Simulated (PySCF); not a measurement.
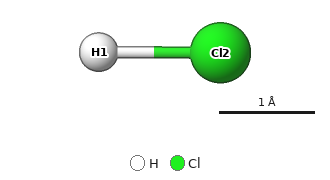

*The structure as given in the input (ball-and-stick view, seen on its broad side; atoms are numbered from 1 in the order of the input).*

Bond lengths as drawn: Cl–H 1.28 Å.

## Run report: HCl, geometry relaxation

- system: HCl
- method: RKS PBE0-D4/def2-TZVP, density fitting (PySCF 2.14.0)

What the program printed
```
relax step 1: E = -12535.321285 eV, largest force component 0.1331 eV/A
relax step 2: E = -12535.321504 eV, largest force component 0.0622 eV/A
relax step 3: E = -12535.321563 eV, largest force component 0.0007 eV/A
```

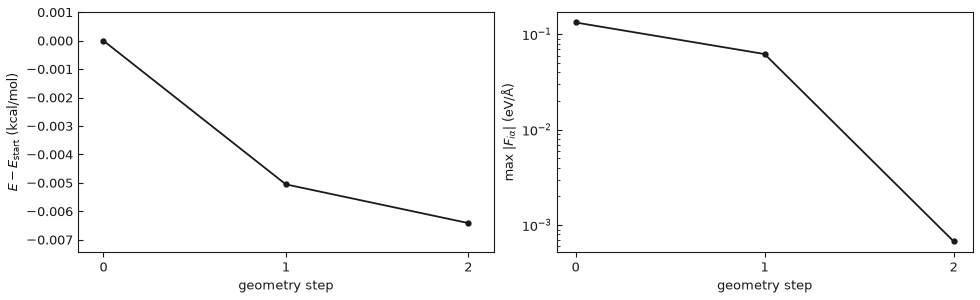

*Progress of the relaxation, step by step (the first geometry is step 0 here and step 1 in the log).*

No atom moves by more than 0.005 Å after the best rigid fit. Distances before and after: H1–Cl2 1.283 → 1.279 Å. The energy falls by 0.01 kcal/mol in 2 geometry steps. The largest force component goes from 0.13 to 0.00068 eV/Å. (Atoms are counted from 1 in the order of the input.)

```
Total energy -12535.321563 eV, <S^2> 0.0000
```

Trajectory as extended XYZ (Å, eV, eV/Å), 3 frames, from step=1 to step=3
```
2
Properties=species:S:1:pos:R:3:forces:R:3 step=1 energy=-12535.32128
H     1.8980    0.5185    1.3184   -0.0061   0.1331   0.0032
Cl    1.8388    1.7998    1.3494    0.0061  -0.1331  -0.0032
2
Properties=species:S:1:pos:R:3:forces:R:3 step=2 energy=-12535.32150
H     1.8978    0.5215    1.3185    0.0029  -0.0622  -0.0015
Cl    1.8390    1.7967    1.3494   -0.0029   0.0622   0.0015
2
Properties=species:S:1:pos:R:3:forces:R:3 step=3 energy=-12535.32156
H     1.8979    0.5205    1.3185    0.0000   0.0007   0.0000
Cl    1.8389    1.7977    1.3494    0.0000  -0.0007   0.0000
```

The run was set up as follows.

Input
```python
import json, numpy as np
from pyscf import gto, scf, dft, mp, cc
EV, BOHR = 27.211386245988, 0.529177210903
mol = gto.M(atom="""
H 1.897955 0.518522 1.318401
Cl 1.838841 1.799817 1.349429
""", basis="def2-tzvp", charge=0, spin=0, max_memory=8670, verbose=0)
def mean_field(mol, dm=None):
    mf = dft.RKS(mol, xc="pbe0").density_fit()
    mf.conv_tol = 1e-9; mf.grids.level = 4
    mf.kernel(dm0=dm)
    if not mf.converged: mf = mf.newton().run(mf.mo_coeff, mf.mo_occ)
    assert mf.converged
    return mf
def d4(mol):
    from pyscf.dispersion.dftd4 import DFTD4Dispersion
    real = gto.M(atom=[(mol.atom_pure_symbol(i), mol.atom_coord(i)) for i in range(2)], unit='B', charge=mol.charge, spin=None, basis='def2-svp', verbose=0)
    r = DFTD4Dispersion(real, xc="pbe0", atm=True).get_dispersion(grad=True); return r["energy"], r["gradient"]
def energy_and_gradient(mol, dm=None):
    mf = mean_field(mol, dm); e, g = d4(mol)
    return mf, (mf.e_tot + e) * EV, (mf.nuc_grad_method().kernel()[:2] + g) * EV / BOHR
out = {}
# rational-function steps on a BFGS-updated Hessian; the first Hessian (eV/A^2) comes from GFN2-xTB
H = np.load("h0.npy"); x = mol.atom_coords(unit="A").ravel(); dm = old = None; trust = 0.2; steps = []
for it in range(90):
    mol.set_geom_(x.reshape(-1, 3), unit="A"); mf, e, g = energy_and_gradient(mol, dm); g = g.ravel(); dm = mf.make_rdm1()
    print(f"relax step {it + 1}: E = {e:.6f} eV, largest force component {abs(g).max():.4f} eV/A", flush=True); steps.append([e, x.reshape(-1, 3).tolist(), (-g).reshape(-1, 3).tolist()])
    if abs(g).max() < 0.008: out['converged'] = True; break
    if old is not None:
        s, z = x - old[0], g - old[1]
        if s @ z > 1e-8: H = H + np.outer(z, z) / (s @ z) - np.outer(H @ s, H @ s) / (s @ H @ s)
        trust = max(0.03, trust / 2) if e > old[2] + 1e-4 else min(0.35, trust * 1.3)
    w, V = np.linalg.eigh(H); w = np.maximum(abs(w), 0.08); f = V.T @ g; M = np.diag(np.append(w, 0.0)); M[-1, :-1] = M[:-1, -1] = f
    dx = V @ (-f / (w - np.linalg.eigvalsh(M)[0])); big = np.linalg.norm(dx.reshape(-1, 3), axis=1).max(); dx *= min(1, trust / big)
    old = (x, g, e); x = x + dx
out.update(energy=e, forces=steps[-1][2], positions=steps[-1][1], steps=steps)
out['s2'] = mf.spin_square()[0]; out['nelec'] = mol.nelec
print(f"Total energy {out['energy']:.6f} eV, <S^2> {out['s2']:.4f}")
json.dump(out, open("out.json", "w"), default=float)
```

Command:
```bash
OMP_NUM_THREADS=4 python run.py
```

Key numbers

- outcome: converged
- total energy: −12535.3216 eV
- largest force (length of the vector) at the end: 0.001 eV/Å
- hardware: 4 threads of Arm Neoverse V1, 23 GiB of memory available, shared host
- wall time: 1.9 s (CPU time 4.1 s)
- peak memory: 0.35 GiB
